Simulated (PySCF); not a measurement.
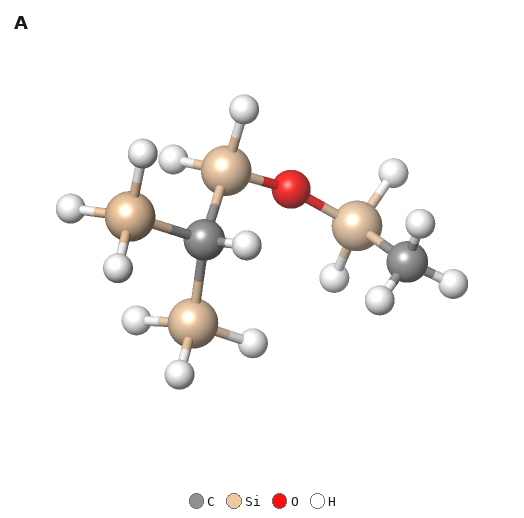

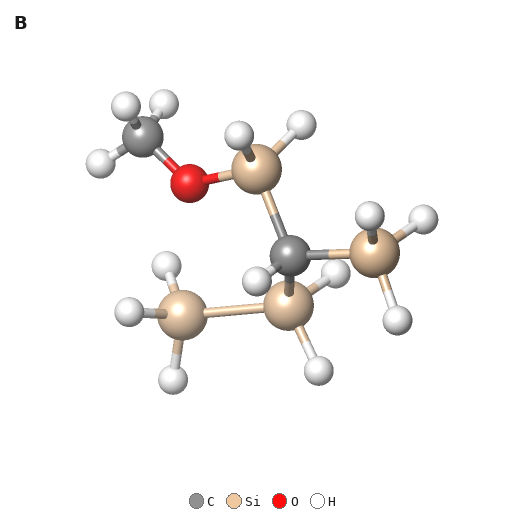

2 stationary structures of one formula. Geometries: GFN2-xTB. Electronic energies: PBE0/pcSseg-1 (PySCF 2.14.0), without zero-point energy. No frequency run is at hand to confirm each as a minimum. Each is one conformer, not always the lowest.

**Are they conformers, stereoisomers or constitutional isomers?**

They are constitutional isomers of C2H14OSi4: A `C[SiH2]O[SiH2]C([SiH3])[SiH3]`, B `CO[SiH2][C@H]([SiH3])[SiH2][SiH3]`.

**Rank them by energy, lowest first.**

A is lowest; B lies 165.4 kJ/mol above it.

The geometry is semi-empirical. Around Si such bond lengths and angles can be off by a tenth of an ångström or more and by several degrees, and values that hang on the shape move with them.
